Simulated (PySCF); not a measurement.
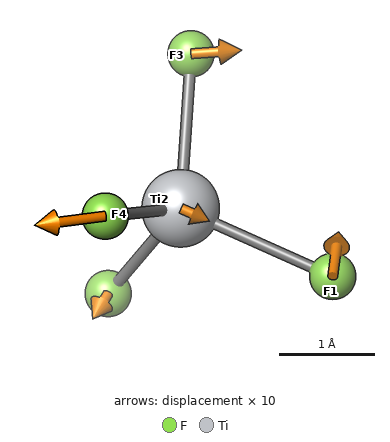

A relaxation of TiF₄. The starting structure is drawn; orange arrows show the displacements, 10 times their true length. The two geometries are superimposed by the best rigid fit.

Style: ball-and-stick. Shown from a free direction.

The start comes from GFN2-xTB. Its atoms were then displaced at random by about 0.03 Å.

Method: PBE0-D3(BJ)/def2-SVP geometry optimisation, gas phase (PySCF 2.14.0, density-fitted response routines). 

> Atoms of which element are displaced furthest, and by how much?

Fluorine: up to 0.080 Å, against 0.035 Å for titanium.

> What did the optimiser do to the structure, and how much energy did it gain?

The energy falls by 0.181 eV in 9 geometry steps. An F atom moves most after the best rigid fit: 0.080 Å. By element the largest moves are F 0.080 Å, Ti 0.035 Å. Some distances before and after: F–Ti 1.652 → 1.726 Å, F–Ti 1.781 → 1.726 Å, F–Ti 1.709 → 1.726 Å. Among the angles between lasting bonds that change: F–Ti–F 105.0° → 109.4°, F–Ti–F 113.2° → 109.5°, F–Ti–F 112.2° → 109.6°.
